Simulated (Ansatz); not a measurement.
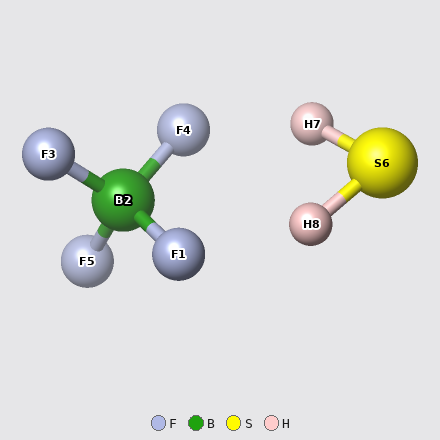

The system is the pair BF₄···H₂S, charge −1; the picture shows the reference structure. Coordinates scanned: (1) separation of F4 and S6 along their line in the relaxed pair; (2) sideways slip of S6, H7, H8. Nothing is relaxed (both partners rigid). The grid has 15 × 15 points. At 4 points there is no value (left out of the scan, as a rule where atoms come close). Points are written as (first, second). Energies are in eV, from the ion and the molecule far apart, frozen as in the relaxed pair, each in its own basis (no counterpoise correction). Level of theory: RKS SPW92 (LDA)/def2-SVPD in Ansatz 0.2.0.

Its coordinates:

```xyz
8

F    -0.9313    0.7017   -0.2561
B    -0.0466    0.0404   -1.1437
F     0.6150    0.9830   -1.9229
F     0.9038   -0.6858   -0.3801
F    -0.7669   -0.8432   -1.9397
S     0.1136   -0.0961    2.5563
H     0.7987   -0.6113    1.4741
H    -0.6861    0.5113    1.6123
```

Range: separation of F4 and S6 along their line in the relaxed pair from 2.602 to 5.202 Å; sideways slip of S6, H7, H8 from −3.00 to 3.00 Å.

### What landscape does the calculation give?

The lowest grid point is at (3.052 Å, 0.00 Å), −0.70 eV from the ion and the molecule far apart, frozen as in the relaxed pair, each in its own basis (no counterpoise correction). A higher local minimum lies near (3.790 Å, −2.57 Å) (0.16 eV above the lowest at that grid point). The highest grid point, (2.602 Å, −2.14 Å), lies 14.91 eV above the lowest. On the interpolated surface the easiest way out of the lowest well to the well at about (3.85 Å, −2.49 Å) passes a barrier of about 0.19 eV. Round the minimum the valley is somewhat tilted: raising the first coordinate shifts the best value of sideways slip of S6, H7, H8 downwards (coupling k₁₂/√(k₁₁k₂₂) about 0.5).

| second ↓, first → | 2.602 | 2.667 | 2.772 | 2.903 | 3.052 | 3.217 | 3.396 | 3.587 | 3.790 | 4.003 | 4.225 | 4.457 | 4.697 | 4.946 | 5.202 |
| --- | --- | --- | --- | --- | --- | --- | --- | --- | --- | --- | --- | --- | --- | --- | --- |
| 3.00 | −0.29 | −0.28 | −0.26 | −0.24 | −0.23 | −0.21 | −0.19 | −0.18 | −0.16 | −0.15 | −0.14 | −0.13 | −0.12 | −0.11 | −0.10 |
| 2.57 | −0.36 | −0.35 | −0.33 | −0.30 | −0.28 | −0.25 | −0.23 | −0.21 | −0.19 | −0.17 | −0.16 | −0.14 | −0.13 | −0.12 | −0.11 |
| 2.14 | −0.44 | −0.43 | −0.40 | −0.37 | −0.34 | −0.31 | −0.28 | −0.25 | −0.22 | −0.20 | −0.18 | −0.16 | −0.15 | −0.13 | −0.12 |
| 1.71 | −0.50 | −0.48 | −0.46 | −0.44 | −0.40 | −0.36 | −0.33 | −0.29 | −0.26 | −0.23 | −0.21 | −0.18 | −0.16 | −0.15 | −0.13 |
| 1.29 | −0.51 | −0.52 | −0.52 | −0.50 | −0.47 | −0.43 | −0.39 | −0.35 | −0.31 | −0.27 | −0.24 | −0.21 | −0.18 | −0.16 | −0.15 |
| 0.86 | −0.48 | −0.52 | −0.56 | −0.57 | −0.56 | −0.52 | −0.47 | −0.41 | −0.36 | −0.31 | −0.27 | −0.24 | −0.21 | −0.18 | −0.16 |
| 0.43 | −0.39 | −0.49 | −0.59 | −0.65 | −0.65 | −0.62 | −0.56 | −0.49 | −0.42 | −0.36 | −0.31 | −0.26 | −0.23 | −0.20 | −0.17 |
| 0.00 | −0.09 | −0.29 | −0.50 | −0.64 | −0.70 | −0.68 | −0.63 | −0.56 | −0.48 | −0.40 | −0.34 | −0.29 | −0.25 | −0.21 | −0.18 |
| −0.43 | 0.71 | 0.34 | −0.09 | −0.40 | −0.58 | −0.65 | −0.64 | −0.58 | −0.51 | −0.44 | −0.37 | −0.31 | −0.26 | −0.23 | −0.19 |
| −0.86 | 2.18 | 1.55 | 0.80 | 0.18 | −0.23 | −0.46 | −0.55 | −0.56 | −0.51 | −0.45 | −0.39 | −0.33 | −0.28 | −0.24 | −0.20 |
| −1.29 | 4.36 | 3.40 | 2.18 | 1.12 | 0.35 | −0.14 | −0.40 | −0.50 | −0.51 | −0.47 | −0.41 | −0.35 | −0.29 | −0.25 | −0.21 |
| −1.71 | 7.21 | 5.81 | 3.96 | 2.28 | 1.03 | 0.21 | −0.25 | −0.46 | −0.52 | −0.49 | −0.43 | −0.37 | −0.31 | −0.26 | −0.22 |
| −2.14 | 14.21 | 10.89 | 6.96 | 3.85 | 1.79 | 0.55 | −0.13 | −0.44 | −0.53 | −0.51 | −0.45 | −0.38 | −0.31 | −0.26 | −0.22 |
| −2.57 | – | – | – | 5.65 | 2.32 | 0.68 | −0.11 | −0.45 | −0.54 | −0.52 | −0.45 | −0.38 | −0.31 | −0.26 | −0.21 |
| −3.00 | – | 10.67 | 6.29 | 3.15 | 1.28 | 0.25 | −0.27 | −0.49 | −0.53 | −0.49 | −0.43 | −0.36 | −0.29 | −0.24 | −0.20 |

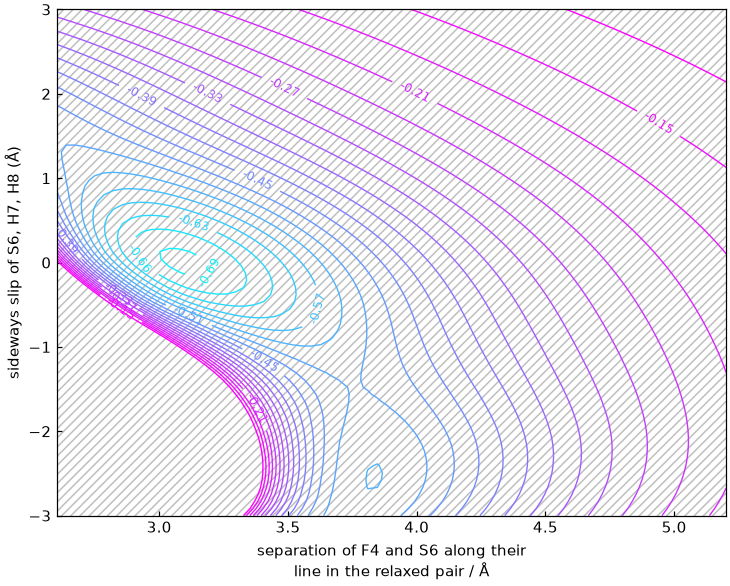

In the figure: contour lines labelled in eV (none above −0.12), hatched blanks where no value was computed. Between grid points the surface is interpolated.

The whole map (221 points run) took 13 min on 1 thread of Arm Neoverse V2, on a shared host.
